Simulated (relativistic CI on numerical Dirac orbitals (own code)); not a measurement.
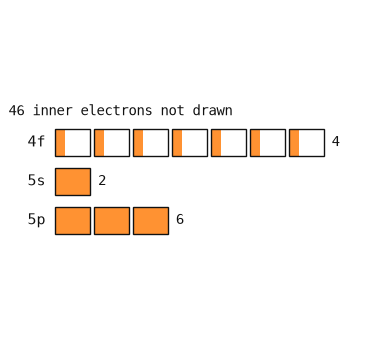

*The outer shells of the leading configuration of the lowest level: a box for each of the 2l + 1 orbitals, shaded by the share of the shell that is filled, with the electron count at the right.*

# Sm⁴⁺: relativistic CI calculation

System: Sm⁴⁺.
Method: Dirac-Coulomb-Breit CI, KLI orbitals optimised for each configuration, model QED (radiative potential, 1s self-energy scaled to tabulated hydrogen-like ionisation energies), valence Slater integrals scaled by 0.85, P86 correlation energy added to each configuration (relativistic CI on numerical Dirac orbitals, in-house).

## Results in brief

- outcome: converged
- lowest level: 4f⁴ 5s² 5p⁶ ⁵I₄
- first excited level: 4f⁴ 5s² 5p⁶ ⁵I₅, 1,856 cm⁻¹
- ionisation energy: 62.333 eV
- levels computed: 2903
- SCF iterations: 89
- hardware: 1 CPU thread, shared host
- wall time: 2 s

## Remarks

Caveats: configurations can be misplaced by up to about 7 % of their energy; low levels that differ in the count of f electrons can be misplaced by several ten thousand cm⁻¹; only a limited list of configurations is included, so lower levels can be missing.

## Input file
```
atom Sm  Z=62  charge=4  electrons=58
nucleus A=152  rms_radius_fm=5.0819
hamiltonian dirac-coulomb  breit=on  qed=on  c_scale=1
orbitals kli  potential=per-configuration
slater_scale 0.85
correlation p86
mixing on
configurations
  [Xe] 4f4
  [Xe] 4f3 5d
  [Kr] 4d10 4f5 5s2 5p5
  [Xe] 4f3 6s
  [Xe] 4f3 6d
  [Xe] 4f3 7s
  [Kr] 4d10 4f5 5s 5p6
  [Xe] 4f2 5d 6s
  [Kr] 4d10 4f3 5s 5p6 6s2
end
```

Launched within a batch (the task file carries these settings):
```bash
python <driver script> task.json out
```

The program writes its results to a structured record and prints no log; tables and figures of this report are taken from that record.

## The lowest 30 levels

| Configuration | Level | E (eV) | LS purity (%) | Landé g | Lifetime (s; – stable or not computed) |
| --- | --- | --- | --- | --- | --- |
| 4f⁴ 5s² 5p⁶ | ⁵I₄ | 0 | 97 | 0.605 | – |
| 4f⁴ 5s² 5p⁶ | ⁵I₅ | 0.2302 | 98 | 0.901 | 2.6×10⁰ |
| 4f⁴ 5s² 5p⁶ | ⁵I₆ | 0.4779 | 98 | 1.069 | 1.6×10⁰ |
| 4f⁴ 5s² 5p⁶ | ⁵I₇ | 0.7351 | 97 | 1.174 | 1.7×10⁰ |
| 4f⁴ 5s² 5p⁶ | ⁵I₈ | 0.9964 | 95 | 1.243 | 2.7×10⁰ |
| 4f⁴ 5s² 5p⁶ | ⁵F₁ | 1.897 | 94 | 0.029 | – |
| 4f⁴ 5s² 5p⁶ | ⁵F₂ | 1.960 | 91 | 1.012 | 1.2×10² |
| 4f⁴ 5s² 5p⁶ | ⁵F₃ | 2.094 | 94 | 1.238 | 1.2×10¹ |
| 4f⁴ 5s² 5p⁶ | ⁵S₂ | 2.171 | 91 | 1.950 | 6.6×10¹ |
| 4f⁴ 5s² 5p⁶ | ⁵F₄ | 2.225 | 82 | 1.294 | 1.5×10⁰ |
| 4f⁴ 5s² 5p⁶ | ³K₆ | 2.302 | 98 | 0.860 | 2.6×10⁻¹ |
| 4f⁴ 5s² 5p⁶ | ⁵F₅ | 2.436 | 88 | 1.373 | 2.8×10⁰ |
| 4f⁴ 5s² 5p⁶ | ³K₇ | 2.491 | 79 | 0.997 | 1.8×10⁻¹ |
| 4f⁴ 5s² 5p⁶ | J = 4 (even, mixed) | 2.587 | 53 | 0.952 | 1.2×10⁻¹ |
| 4f⁴ 5s² 5p⁶ | ³K₈ | 2.718 | 66 | 1.091 | 1.6×10⁻¹ |
| 4f⁴ 5s² 5p⁶ | ⁵G₂ | 2.731 | 90 | 0.369 | 3.9×10⁰ |
| 4f⁴ 5s² 5p⁶ | [(4f₅/₂)³ 4f₇/₂] J = 3 | 2.756 | 60 | 0.868 | 1.6×10⁰ |
| 4f⁴ 5s² 5p⁶ | ³H₅ | 2.954 | 58 | 1.123 | 1.4×10⁻¹ |
| 4f⁴ 5s² 5p⁶ | ⁵G₄ | 3.072 | 72 | 1.071 | 2.4×10⁻¹ |
| 4f⁴ 5s² 5p⁶ | ³G₃ | 3.172 | 62 | 0.821 | 4.3×10⁻¹ |
| 4f⁴ 5s² 5p⁶ | ³L₇ | 3.261 | 82 | 0.900 | 2.4×10⁻¹ |
| 4f⁴ 5s² 5p⁶ | ³D₂ | 3.282 | 57 | 1.211 | 1.9×10⁻¹ |
| 4f⁴ 5s² 5p⁶ | ⁵G₅ | 3.344 | 72 | 1.201 | 3.0×10⁻¹ |
| 4f⁴ 5s² 5p⁶ | ³H₆ | 3.390 | 57 | 1.230 | 2.3×10⁻¹ |
| 4f⁴ 5s² 5p⁶ | ³L₈ | 3.428 | 62 | 1.012 | 4.5×10⁻¹ |
| 4f⁴ 5s² 5p⁶ | [(4f₅/₂)² (4f₇/₂)²] J = 1 | 3.442 | 49 | 0.971 | 2.3×10⁻¹ |
| 4f⁴ 5s² 5p⁶ | [(4f₅/₂)² (4f₇/₂)²] J = 8 | 3.560 | 46 | 0.955 | 3.4×10⁻¹ |
| 4f⁴ 5s² 5p⁶ | ³L₉ | 3.563 | 75 | 1.085 | 5.8×10⁻¹ |
| 4f⁴ 5s² 5p⁶ | [4f₅/₂ (4f₇/₂)³] J = 4 | 3.596 | 57 | 1.047 | 1.4×10⁻¹ |
| 4f⁴ 5s² 5p⁶ | ⁵G₆ | 3.624 | 58 | 1.260 | 4.3×10⁻¹ |

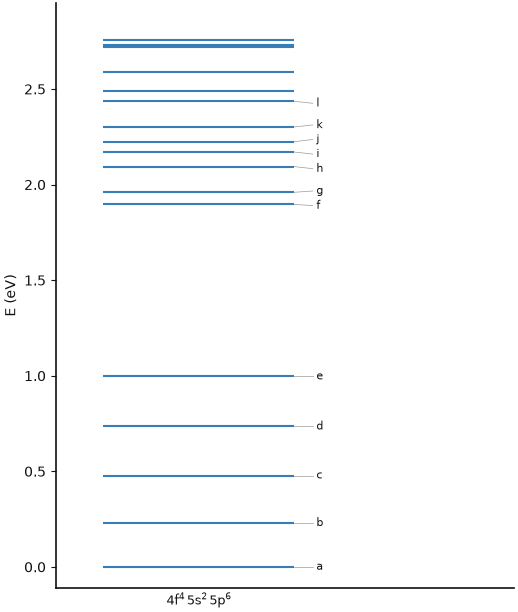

*The lowest levels of Sm⁴⁺, with 12 of them lettered.*

a: 4f⁴ 5s² 5p⁶ ⁵I₄ at 0; b: 4f⁴ 5s² 5p⁶ ⁵I₅ at 0.2302 eV; c: 4f⁴ 5s² 5p⁶ ⁵I₆ at 0.4779 eV; d: 4f⁴ 5s² 5p⁶ ⁵I₇ at 0.7351 eV; e: 4f⁴ 5s² 5p⁶ ⁵I₈ at 0.9964 eV; f: 4f⁴ 5s² 5p⁶ ⁵F₁ at 1.897 eV; g: 4f⁴ 5s² 5p⁶ ⁵F₂ at 1.960 eV; h: 4f⁴ 5s² 5p⁶ ⁵F₃ at 2.094 eV; i: 4f⁴ 5s² 5p⁶ ⁵S₂ at 2.171 eV; j: 4f⁴ 5s² 5p⁶ ⁵F₄ at 2.225 eV; k: 4f⁴ 5s² 5p⁶ ³K₆ at 2.302 eV; l: 4f⁴ 5s² 5p⁶ ⁵F₅ at 2.436 eV.
